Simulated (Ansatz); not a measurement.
How methods differ on CH5Si (SMILES C[SiH2])

CH5Si has 7 atoms, charge 0, and is taken as a doublet. SMILES: `C[SiH2]`. The coordinates come from a PBE0-D4/def2-TZVP relaxation.

```xyz
7

C    -0.1226   -0.8032    0.0952
Si    0.1762    1.0348    0.3140
H    -0.2048   -1.0549   -0.9666
H     0.6992   -1.3833    0.5195
H    -1.0471   -1.1077    0.5895
H    -0.9515    1.8464   -0.2257
H     1.4506    1.4680   -0.3260
```

Each level gives the energy change with the C1–Si2 bond stretched from 1.875 to 4.687 Å (eV). The values are calculated.

```
          level                    kind  program  value (eV)  less FCI/STO-3G  CPU time (all runs)
     UHF/STO-3G            Hartree–Fock   Ansatz        3.88            -0.33                0.3 s
U-revPBE/STO-3G                     GGA   Ansatz        4.64            +0.43                6.2 s
U-r2SCAN/STO-3G                meta-GGA   Ansatz        4.74            +0.53                 17 s
  UBHLYP/STO-3G           global hybrid   Ansatz        4.51            +0.30                6.1 s
  UHSE06/STO-3G  range-separated hybrid   Ansatz        4.81            +0.60                  8 s
 RPA@PBE/STO-3G                     RPA   Ansatz        4.13            -0.08                6.9 s
    UMP2/STO-3G     perturbation theory   Ansatz        4.38            +0.17               0.32 s
   UCCSD/STO-3G   coupled cluster or CI   Ansatz        4.20            -0.01               0.56 s
     FCI/STO-3G      exact in the basis   Ansatz        4.21             0.00                 59 s
```

FCI/STO-3G is exact within its basis and frozen core, so for wave-function methods in that basis the difference is their error; functionals converge differently with the basis, so for them it is only a difference. The first shape isn't each level's own minimum. The values span 3.88 to 4.81 eV. Spin contamination of the reference (⟨S²⟩ at least 0.1 too high) touches UHF/STO-3G, U-revPBE/STO-3G, U-r2SCAN/STO-3G, UBHLYP/STO-3G, UHSE06/STO-3G, RPA@PBE/STO-3G, UMP2/STO-3G, UCCSD/STO-3G. All rows use very small basis sets, so none should be taken for the real molecule's value. In so small a basis fixed costs decide the times, and correlated methods can beat functionals. CPU times are rough (shared hosts, several kinds of processor and program).

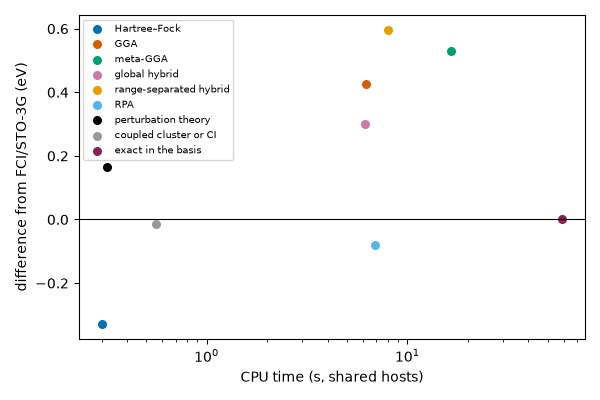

Difference from FCI/STO-3G against processor time, one point a level.
